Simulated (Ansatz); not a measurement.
A series of calculations on GaHCl$_{2}$

**1. Relaxation**

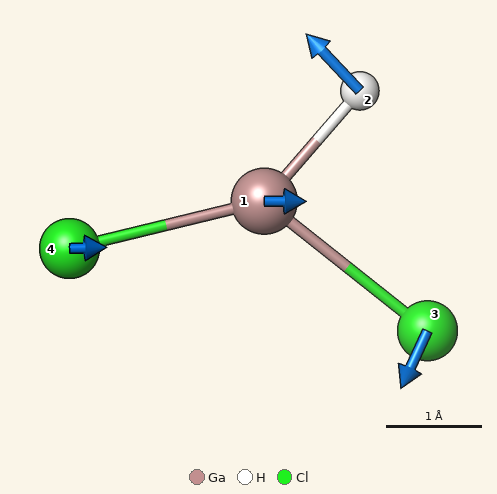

This is a relaxation of GaHCl2. The starting structure is drawn; blue arrows show the displacements, magnified 2 times. The two geometries are superimposed by the best rigid fit.

Style: ball-and-stick. Shown face on.

The run prepares an end point of a later path (reaction) calculation, from a guessed geometry.

Method: RKS B3LYP/def2-SVP (Ansatz).

Input
```yaml
crystal:
  periodic: [false, false, false]
  atoms:
    - { symbol: Ga, position_ang: [0.113315, 0.0, 0.276581] }
    - { symbol: H, position_ang: [0.485849, 0.0, 1.777282] }
    - { symbol: Cl, position_ang: [2.274521, 0.0, -0.141663] }
    - { symbol: Cl, position_ang: [-1.496185, 0.0, -1.117] }
basis:
  gaussian: { orbitals: def2-SVP }
hamiltonian:
  xc: b3lyp
relax:
  f_tol: 0.03
  max_steps: 50
output:
  orbitals: {}
```

Launched with:
```bash
ansatz run input.yaml --threads 1 --pin off --max-ram 2048MiB --backend cpu --events-out ev --progress --plain --runs-dir out
```

Question: Describe the change and its energy.

Answer: Over 5 geometry steps the energy falls by 12.9 kcal/mol. The largest force component goes from 1.3 to 0.0042 eV/Å. H2 moves most after the best rigid fit: 0.42 Å. By element the largest moves are H 0.42 Å, Cl 0.34 Å, Ga 0.23 Å. Among the contacts that change: Ga1–Cl3 2.201 → 2.151 Å, Ga1–Cl4 2.129 → 2.152 Å, Ga1–H2 1.546 → 1.551 Å. Among the angles between lasting bonds that change: H2–Ga1–Cl3 87.0° → 122.1°, H2–Ga1–Cl4 144.8° → 122.1°, Cl3–Ga1–Cl4 128.2° → 115.8°.

**2. Relaxation**

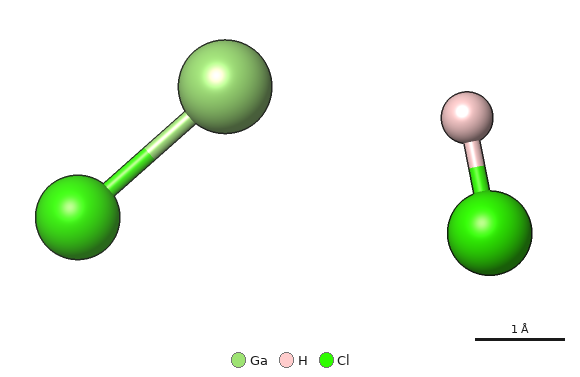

Starting structure of GaHCl₂. Style: ball-and-stick. Shown face on.

The run prepares an end point of a later path (reaction) calculation, from a guessed geometry.

These are results of RKS B3LYP/def2-SVP in Ansatz 0.2.0, not measurements.

Input
```yaml
crystal:
  periodic: [false, false, false]
  atoms:
    - { symbol: Ga, position_ang: [-0.977088, 0.0, 0.45363] }
    - { symbol: H, position_ang: [1.590265, 0.0, 1.50167] }
    - { symbol: Cl, position_ang: [2.463169, 0.0, 0.49374] }
    - { symbol: Cl, position_ang: [-1.698846, 0.0, -1.653841] }
basis:
  gaussian: { orbitals: def2-SVP }
hamiltonian:
  xc: b3lyp
relax:
  f_tol: 0.03
  max_steps: 50
```

Run as
```bash
ansatz run input.yaml --threads 1 --pin off --max-ram 2048MiB --backend cpu --events-out ev --progress --plain --runs-dir out
```

### Predict the outcome.

The largest move after the best rigid fit is that of H2, 0.59 Å. Largest moves by element: H 0.59 Å, Cl 0.36 Å, Ga 0.33 Å. Near-neighbour distances that change, for instance: H2–Cl3 1.333 → 1.291 Å, Ga1–Cl4 2.228 → 2.241 Å. The energy falls by 7.45 kJ/mol in 9 accepted moves (12 points after the start). The largest force component goes from 0.82 to 0.02 eV/Å. The line search rejected the trial steps at points 2, 6, 10 of the run. The run took 36 s on 1 thread of Arm Neoverse V1 (shared host), peak memory 0.14 GiB.

History of the run:

| step | E − E(0), kJ/mol | largest force component, eV/Å | note |
| --- | --- | --- | --- |
| 0 | 0.00 | 0.8235 |  |
| 1 | -3.34 | 0.6509 |  |
| 2 | -3.27 | 1.1258 | rejected |
| 3 | -4.31 | 0.5139 |  |
| 4 | -5.82 | 0.0822 |  |
| 5 | -6.06 | 0.0396 |  |
| 6 | -4.84 | 1.1076 | rejected |
| 7 | -6.69 | 0.2424 |  |
| 8 | -6.73 | 0.4820 |  |
| 9 | -7.35 | 0.0345 |  |
| 10 | -7.10 | 0.0945 | rejected |
| 11 | -7.44 | 0.0347 |  |
| 12 | -7.45 | 0.0204 |  |

Final geometry:

```xyz
4

Ga   -1.3116    0.0000    0.4536
H     2.1493    0.0000    1.7020
Cl    2.1173    0.0000    0.4115
Cl   -1.5776    0.0000   -1.7718
```

The end point in the same view:

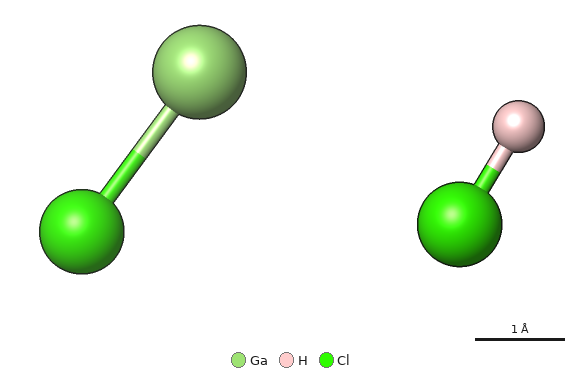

Limits of the set-up: the start holds two separate molecules, 2.8 Å apart at their closest, whose relative position is a soft coordinate and is computed without a dispersion correction.

**3. Path**

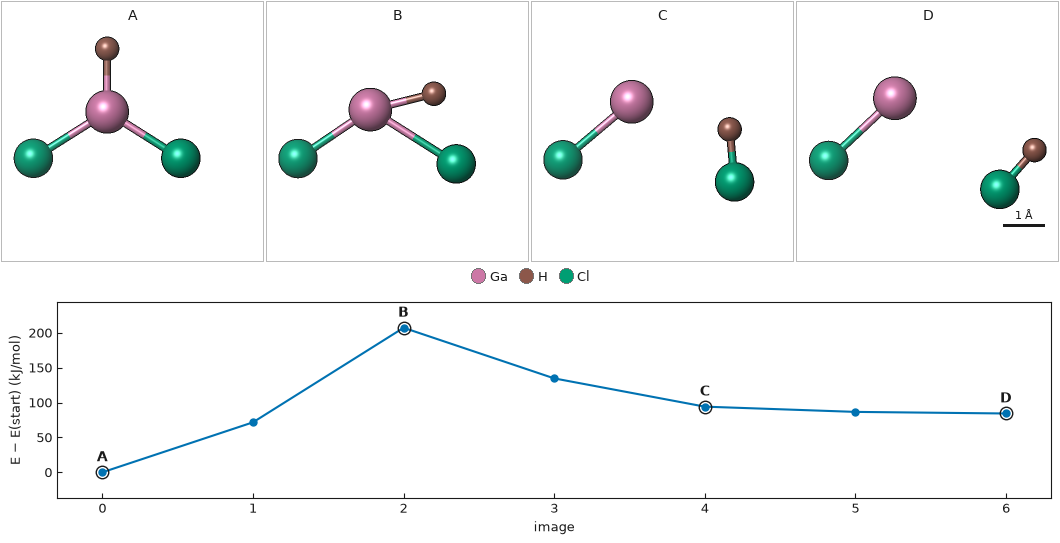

NEB run on GaHCl2. Images are numbered from 0 (start) to 6 (end). Frames A to D are images 0, 2, 4, 6. Style: ball-and-stick. Shown face on.

Level of theory: RKS B3LYP/def2-SVP in Ansatz. Settings: 5 movable images; climbing image; force threshold 0.03 eV/Å; iteration limit 60; starting path through a guess of the saddle point.

**Read off the barrier and say what moves.**

Forward barrier 207.2 kJ/mol, backward barrier 122.9 kJ/mol, with image 2 at the top; the reaction energy is +84.3 kJ/mol. Breaking: Cl–Ga (2.15 → 3.43 Å), Ga–H (1.55 → 3.68 Å). Forming: Cl–H (3.25 → 1.29 Å). The band converged in 10 iterations, with a climbing image at the top. At the top, the vibrational analysis gives one imaginary mode (1032i cm⁻¹), as a transition state must have.

The run took 2.5 min on 1 thread of Arm Neoverse V1, with other jobs on the host, peak memory 0.15 GiB.
